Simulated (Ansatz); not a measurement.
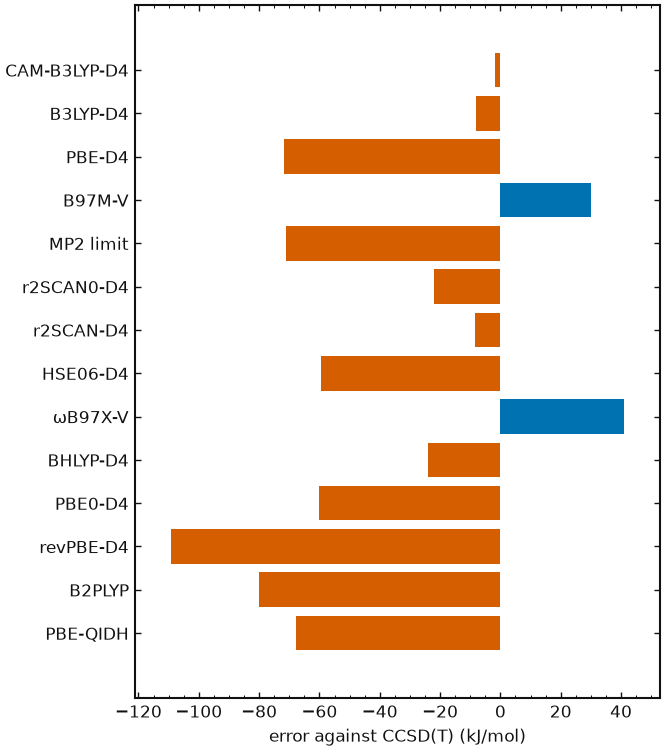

Error in the electronic atomisation energy (method less reference, so positive means overbinding) of Si₄H₁₀, SMILES [SiH3][SiH2][SiH2][SiH3]: functionals in def2-TZVPP against frozen-core CCSD(T) at the limit (MP2 extrapolated from triple and quadruple zeta, plus CCSD(T) less MP2 in a smaller set), which gives 4027.5 kJ/mol, at a PBE0-D4/def2-TZVP geometry (a minimum by its frequencies), no zero-point or spin-orbit term, the Ansatz code. The reference leaves out core correlation, a term that grows with the number of heavy atoms. B2PLYP and PBE-QIDH hold a correlation term that converges slowly with the basis, so part of the distance to the limit is basis error. No dispersion term is added to B2PLYP and PBE-QIDH. Limit means the basis limit.

Which of these levels overbind, and which underbind?

Overbind: B97M-V and ωB97X-V. Underbind: PBE-D4, MP2 limit, r2SCAN0-D4, HSE06-D4, BHLYP-D4, PBE0-D4, revPBE-D4, B2PLYP and PBE-QIDH. Within 20 kJ/mol of zero, too close to call in view of what the reference leaves out: CAM-B3LYP-D4, B3LYP-D4 and r2SCAN-D4.

Give the values.

```tsv
level	kJ/mol
CAM-B3LYP-D4	−1.7
B3LYP-D4	−8.1
PBE-D4	−71.9
B97M-V	29.9
MP2 limit	−71.1
r2SCAN0-D4	−22.1
r2SCAN-D4	−8.3
HSE06-D4	−59.5
ωB97X-V	41.0
BHLYP-D4	−24.1
PBE0-D4	−60.2
revPBE-D4	−109.1
B2PLYP	−80.1
PBE-QIDH	−67.7
```

Caveats, for all or some of the runs: one conformer of a flexible molecule.
